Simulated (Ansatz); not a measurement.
**GeS (germanium sulfide): levels of theory compared**

Wanted: a comparison of 6 runs (B2PLYP/STO-3G, BLYP/STO-3G, HSE06/STO-3G, UPBE0/STO-3G, revPBE/STO-3G, MP2/STO-3G) of GeS (germanium sulfide). 

The calculation is run with Ansatz 0.2.0.

58 further runs of the same task are left out: 29 that didn't finish, 29 set aside as unsound or not needed.

### 1 The system as given

GeS has 2 atoms, charge 0, and is taken as a singlet. SMILES: `[S+]#[Ge-]`. The Ge2–S1 distance was set to 4.024 Å, away from the relaxed value.

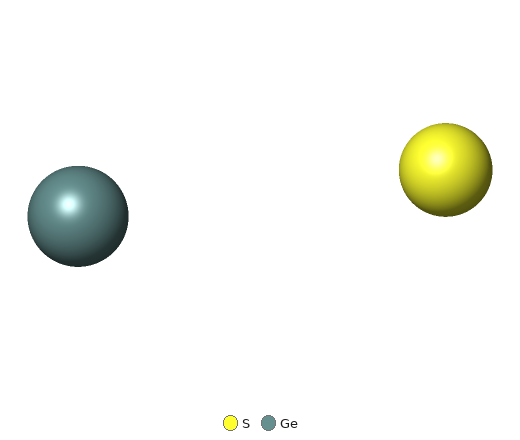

The structure, seen from a chosen angle (sulfur yellow, germanium teal).

### 2 A single-point energy at B2PLYP/STO-3G (run 1)

in.yaml

```yaml
basis:
  gaussian: {orbitals: STO-3G}
crystal:
  periodic: [false, false, false]
  atoms:
    - {symbol: S, position_ang: [0.000000, 0.000000, -2.012114]}
    - {symbol: Ge, position_ang: [0.000000, 0.000000, 2.012086]}
correlation: {frozen_orbitals: {Ge: 9, S: 5}}
hamiltonian: {xc: {name: B2PLYP}}
accuracy: high
```

Started as:

```console
ansatz run in.yaml --threads 1 --pin off --max-ram 2610MiB --events-out events.jsonl --progress --plain --runs-dir runs
```

What it wrote:

```text
Warning: RAYON_NUM_THREADS=1 ignored (pool sized by the plan → 1); use --threads N
Functional definition: B2PLYP
  name "B2PLYP"
  parameter a = 0.53
  parameter c = 0.27
  exchange = (1 - a)*b88_x + a*exact_x
  correlation = (1 - c)*lyp_c + c*(mp2_os + mp2_ss)
324 factors; integrals over basis functions are off by at most 7.4e-9 eV
mean field evaluation 1: about -66531.7898 eV, gradient 1.2e1 eV
mean field evaluation 2: about -66531.7960 eV, gradient 1.2e1 eV
mean field evaluation 4: about -66418.1798 eV, gradient 2.7e1 eV
mean field evaluation 8: about -66545.3293 eV, gradient 3.5e1 eV
mean field evaluation 16: about -66557.3335 eV, gradient 1.3e-8 eV
mean field evaluation 32: about -66557.3306 eV, gradient 1.5e-1 eV
mean field evaluation 64: about -66556.1545 eV, gradient 8.9e0 eV
mean field evaluation 96: about -66557.3319 eV, gradient 1.3e-1 eV
mean field -66557.33354403 eV, -2445.9368935621 hartree, gradient 6.7e-9 eV, S^2 0.000000; 6 other end points of the search recorded, 0 dependent functions left out; unrestricted orbitals would lower it
14 core orbitals not correlated: weight in the atoms' cores, before any rotation towards them, 1.000 or more for the frozen orbitals, at most 0.000 for the correlated occupied ones
reference -66557.33356266 eV, -2445.9368942468 hartree; 10, 10 occupied and 3, 3 virtual orbitals, 324 factors
second order -1.24184258 eV of doubles, -0.00000000 eV of singles
Total energy: -66557.66886016 eV, -2445.9492162025 hartree
```

It took 4.2 s on 1 thread of Arm Neoverse V1, shared host; peak memory 0.094 GiB.

### 3 The energy at BLYP/STO-3G (run 2)

input.yaml

```yaml
basis:
  gaussian:
    orbitals: STO-3G
crystal:
  periodic: [false, false, false]
  atoms:
    - {symbol: S, position_ang: [0.000000, 0.000000, -2.012114]}
    - {symbol: Ge, position_ang: [0.000000, 0.000000, 2.012086]}
hamiltonian:
  xc: {name: BLYP}
accuracy: high
```

Started as:

```console
ansatz run input.yaml --threads 1 --pin off --max-ram 2610MiB --events-out events.jsonl --progress --plain --runs-dir runs
```

What it wrote (excerpt; [...] marks lines left out):

```text
Warning: RAYON_NUM_THREADS=1 ignored (pool sized by the plan → 1); use --threads N
Functional definition: BLYP
  name "BLYP"
[...]
324 factors; integrals over basis functions are off by at most 7.4e-9 eV
[...]
mean field -66568.30734841 eV, -2446.3401734347 hartree, gradient 2.5e-8 eV, S^2 0.000000; 10 other end points of the search recorded, 0 dependent functions left out
reference -66568.30738863 eV, -2446.3401749128 hartree; 24, 24 occupied and 3, 3 virtual orbitals, 324 factors
Total energy: -66568.30738863 eV, -2446.3401749128 hartree
```

Run time: 23 s. Hardware: 1 thread of Arm Neoverse V1, shared host; peak memory 0.089 GiB.

Runs 3 to 5 aren't shown in full; the table further down has their settings and results.

### 4 A single-point energy at MP2/STO-3G (run 6)

job.yaml

```yaml
crystal:
  periodic: [false, false, false]
  atoms:
    - {symbol: S, position_ang: [0.000000, 0.000000, -2.012114]}
    - {symbol: Ge, position_ang: [0.000000, 0.000000, 2.012086]}
basis:
  gaussian:
    orbitals: STO-3G
accuracy: high
correlation:
  method: mp2
  frozen_orbitals: {Ge: 9, S: 5}
```

Started as:

```console
ansatz run job.yaml --threads 1 --pin off --max-ram 2610MiB --events-out events.jsonl --progress --plain --runs-dir runs
```

What it wrote (excerpt; [...] marks lines left out):

```text
Warning: RAYON_NUM_THREADS=1 ignored (pool sized by the plan → 1); use --threads N
Functional definition: HF
  name "HF"
[...]
324 factors; integrals over basis functions are off by at most 7.4e-9 eV
[...]
mean field -66520.81556903 eV, -2444.5948827338 hartree, gradient 5.8e-8 eV, S^2 0.000000; 22 other end points of the search recorded, 0 dependent functions left out; unrestricted orbitals would lower it
[...]
unrestricted determinant -66523.90642487 eV, -2444.7084695906 hartree, S^2 1.9914
14 core orbitals not correlated: weight in the atoms' cores, before any rotation towards them, 1.000 or more for the frozen orbitals, at most 0.000 for the correlated occupied ones
reference -66520.81556903 eV, -2444.5948827338 hartree; 10, 10 occupied and 3, 3 virtual orbitals, 324 factors
second order -0.75286565 eV of doubles, -0.00000000 eV of singles
WARN: the method's energy lies above the unrestricted determinant's, so it is not that of the lowest state
Total energy: -66521.56843468 eV, -2444.6225500360 hartree
```

Wall time 1.2 s (1 thread of Arm Neoverse V1, shared host).

### 5 The series

| run | level | frozen core orbitals | energy (Eh) | wall time |
| --- | --- | --- | --- | --- |
| 1 | B2PLYP/STO-3G | 14 | -2445.949216 | 4.2 s |
| 2 | BLYP/STO-3G | – | -2446.340175 | 23 s |
| 3 | HSE06/STO-3G | – | -2446.059163 | 17 s |
| 4 | UPBE0/STO-3G | – | -2446.198329 | 52 s |
| 5 | revPBE/STO-3G | – | -2446.208742 | 38 s |
| 6 | MP2/STO-3G | 14 | -2444.622550 | 1.2 s |

### 6 What came out

```
                                           quantity           value
                                run 6: total energy  -2444.62255 Eh
run 6: correlation energy (14 core orbitals frozen)       -27.7 mEh
```

**Reading.** Totals of different functionals can't be ranked against each other. In runs 1, 6 the log says that unrestricted orbitals would lower the reference, so the values rest on an unstable closed-shell determinant (other closed-shell runs at this shape may share the fault). In runs 1, 2, 3, 4, 5, 6 the basis is minimal, so the values are rough. In runs 1, 2, 3, 5, 6 a closed-shell determinant meets a far-stretched bond, which it describes badly. Spin contamination of the reference: run 4 ⟨S²⟩ = 2.15. Where it is this large, the reference is a mixture of spin states, and values that rest on it are in doubt. All runs together took 2.3 min, the longest 52 s.
